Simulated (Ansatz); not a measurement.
**S2F2 (Difluorodisulfane) at 6 levels**

Aim: a comparison of 6 runs (UB3LYP/STO-3G, UPBE0/STO-3G, r2SCAN/STO-3G, wB97M-V/STO-3G, CCSDT(Q)/STO-3G, FCI/STO-3G) of S2F2 (Difluorodisulfane). 

Program for the calculation: Ansatz 0.2.0.

40 further runs of the same task are left out: 7 that didn't finish, 33 set aside as unsound or not needed.

**1. The system as given**

S2F2: 4 atoms, total charge 0, spin state singlet. SMILES: `FSSF`. The S3–S2 distance was set to 3.780 Å, away from the relaxed value. At this shape a bond of the SMILES string is far longer than usual.

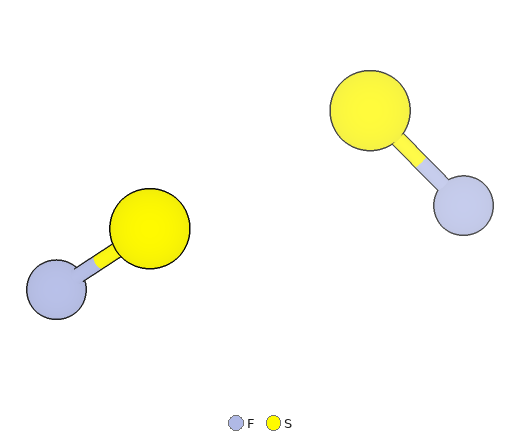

Viewed from a chosen angle; fluorine light blue, sulfur yellow.

**2. The energy at UB3LYP/STO-3G (run 1)**

Contents of run.yaml:

```yaml
crystal:
  periodic: [false, false, false]
  atoms:
    - {symbol: F, position_ang: [-3.296448, 0.840636, -1.069251]}
    - {symbol: S, position_ang: [-1.980368, 1.804716, -1.080031]}
    - {symbol: S, position_ang: [1.044990, -0.276390, -0.184720]}
    - {symbol: F, position_ang: [1.206410, -0.287820, 1.438680]}
basis:
  gaussian:
    orbitals: STO-3G
magnetization:
  spin_polarized: true
  initial_magnetization: 0
hamiltonian:
  xc: {name: B3LYP}
accuracy: high
```

On the command line:

```sh
$ ansatz run run.yaml --threads 1 --pin off --max-ram 3480MiB --events-out events.jsonl --progress --plain --runs-dir runs
```

The program printed:

```text
Warning: RAYON_NUM_THREADS=1 ignored (pool sized by the plan → 1); use --threads N
Functional definition: B3LYP
  name "B3LYP"
  parameter a0 = 0.2
  parameter ax = 0.72
  parameter ac = 0.81
  exchange = (1 - a0 - ax)*slater_x + ax*b88_x + a0*exact_x
  correlation = (1 - ac)*vwn_rpa_c + ac*lyp_c
465 factors; integrals over basis functions are off by at most 2.6e-8 eV
mean field evaluation 1: about -26778.9049 eV, gradient 5.2e0 eV
mean field evaluation 2: about -26778.9021 eV, gradient 5.8e0 eV
mean field evaluation 4: about -26779.1562 eV, gradient 1.3e-1 eV
mean field evaluation 8: about -26779.1622 eV, gradient 1.7e-2 eV
mean field evaluation 16: about -26779.1622 eV, gradient 5.9e-5 eV
mean field evaluation 32: about -26780.3816 eV, gradient 7.8e-2 eV
mean field evaluation 64: about -26779.5753 eV, gradient 2.9e-2 eV
mean field evaluation 96: about -26778.7538 eV, gradient 2.3e-2 eV
mean field evaluation 128: about -26779.5746 eV, gradient 3.8e-4 eV
mean field evaluation 160: about -26780.1046 eV, gradient 1.3e0 eV
mean field evaluation 192: about -26780.3827 eV, gradient 5.1e-2 eV
mean field -26780.38285142 eV, -984.1609173941 hartree, gradient 1.5e-8 eV, S^2 0.988843; 13 other end points of the search recorded, 0 dependent functions left out
reference -26780.38287709 eV, -984.1609183375 hartree; 25, 25 occupied and 3, 3 virtual orbitals, 465 factors
Total energy: -26780.38287709 eV, -984.1609183375 hartree
```

It took 26 s on 1 thread of Arm Neoverse V2, shared host; peak memory 0.18 GiB.

**3. A single-point energy at UPBE0/STO-3G (run 2)**

Contents of in.yaml:

```yaml
crystal:
  periodic: [false, false, false]
  atoms:
    - {symbol: F, position_ang: [-3.296448, 0.840636, -1.069251]}
    - {symbol: S, position_ang: [-1.980368, 1.804716, -1.080031]}
    - {symbol: S, position_ang: [1.044990, -0.276390, -0.184720]}
    - {symbol: F, position_ang: [1.206410, -0.287820, 1.438680]}
basis:
  gaussian:
    orbitals: STO-3G
total_charge: 0
magnetization:
  spin_polarized: true
hamiltonian:
  xc: pbe0
accuracy: high
```

On the command line:

```sh
$ ansatz run in.yaml --threads 1 --pin off --max-ram 3480MiB --events-out events.jsonl --progress --plain --runs-dir runs
```

The program printed (excerpt; [...] marks lines left out):

```text
Warning: RAYON_NUM_THREADS=1 ignored (pool sized by the plan → 1); use --threads N
Functional definition: PBE0
  name "PBE0"
[...]
465 factors; integrals over basis functions are off by at most 2.6e-8 eV
[...]
mean field -26769.53974473 eV, -983.7624405731 hartree, gradient 5.8e-9 eV, S^2 0.993313; 14 other end points of the search recorded, 0 dependent functions left out
reference -26769.53974579 eV, -983.7624406121 hartree; 25, 25 occupied and 3, 3 virtual orbitals, 465 factors
Total energy: -26769.53974579 eV, -983.7624406121 hartree
```

Run time: 25 s. Hardware: 1 thread of Arm Neoverse V2, shared host; peak memory 0.16 GiB.

Runs 3 to 5 aren't shown in full; the table further down has their settings and results.

**4. The energy at FCI/STO-3G (run 6)**

Contents of input.yaml:

```yaml
crystal:
  periodic: [false, false, false]
  atoms:
    - symbol: F
      position_ang: [-3.296448, 0.840636, -1.069251]
    - symbol: S
      position_ang: [-1.980368, 1.804716, -1.080031]
    - symbol: S
      position_ang: [1.044990, -0.276390, -0.184720]
    - symbol: F
      position_ang: [1.206410, -0.287820, 1.438680]
basis:
  gaussian: {orbitals: STO-3G}
correlation: {method: fci, frozen_orbitals: {F: 1, S: 5}}
accuracy: high
```

On the command line:

```sh
$ ansatz run input.yaml --threads 1 --pin off --max-ram 3480MiB --events-out events.jsonl --progress --plain --runs-dir runs
```

The program printed (excerpt; [...] marks lines left out):

```text
Warning: RAYON_NUM_THREADS=1 ignored (pool sized by the plan → 1); use --threads N
Functional definition: HF
  name "HF"
[...]
465 factors; integrals over basis functions are off by at most 2.6e-8 eV
[...]
mean field -26724.82778147 eV, -982.1193062301 hartree, gradient 2.9e-8 eV, S^2 0.000000; 11 other end points of the search recorded, 0 dependent functions left out; unrestricted orbitals would lower it
determinant -26724.82778147 eV, -982.1193062301 hartree, with singles and doubles -26731.05490681 eV, -982.3481488653 hartree
determinant -26724.21077495 eV, -982.0966316586 hartree, with singles and doubles -26730.77435569 eV, -982.3378388020 hartree
determinant -26724.82778147 eV, -982.1193062301 hartree, with singles and doubles -26731.88991422 eV, -982.3788348217 hartree
determinant -26724.21077495 eV, -982.0966316586 hartree, with singles and doubles -26731.82831355 eV, -982.3765710389 hartree
unrestricted determinant -26729.68651386 eV, -982.2978613519 hartree, S^2 1.0138
12 core orbitals not correlated: weight in the atoms' cores, before any rotation towards them, 1.000 or more for the frozen orbitals, at most 0.000 for the correlated occupied ones
reference -26724.82778147 eV, -982.1193062301 hartree; 13, 13 occupied and 3, 3 virtual orbitals, 465 factors
state -26732.38361346 eV, -982.3969779342 hartree
Total energy: -26732.38361346 eV, -982.3969779342 hartree
```

Run time: 2.9 s. Hardware: 1 thread of Arm Neoverse V2, shared host; peak memory 0.099 GiB.

**5. The series**

```csv
run,level,frozen core orbitals,energy (Eh),wall time
1,UB3LYP/STO-3G,–,-984.160918,26 s
2,UPBE0/STO-3G,–,-983.762441,25 s
3,r2SCAN/STO-3G,–,-984.071156,9.6 s
4,wB97M-V/STO-3G,–,-984.184996,28 s
5,CCSDT(Q)/STO-3G,12,-982.397880,2 s
6,FCI/STO-3G,12,-982.396978,2.9 s
```

**6. Results**

```
                                           quantity          value
                                run 6: total energy  -982.39698 Eh
run 6: correlation energy (12 core orbitals frozen)     -277.7 mEh
```

**Reading.** Against full CI in this basis: CCSDT(Q) -0.9 mEh. Totals of different functionals can't be ranked against each other. In run 5 the log says that unrestricted orbitals would lower the reference, so the values rest on an unstable closed-shell determinant (other closed-shell runs at this shape may share the fault). In runs 1, 2, 3, 4, 5, 6 the basis is minimal, so the values are rough. In runs 3, 4 a closed-shell determinant meets a far-stretched bond, which it describes badly. Spin contamination of the reference: run 2 ⟨S²⟩ = 0.99, run 1 ⟨S²⟩ = 0.99. Where it is this large, the reference is a mixture of spin states, and values that rest on it are in doubt. All runs together took 93 s, the longest 28 s.
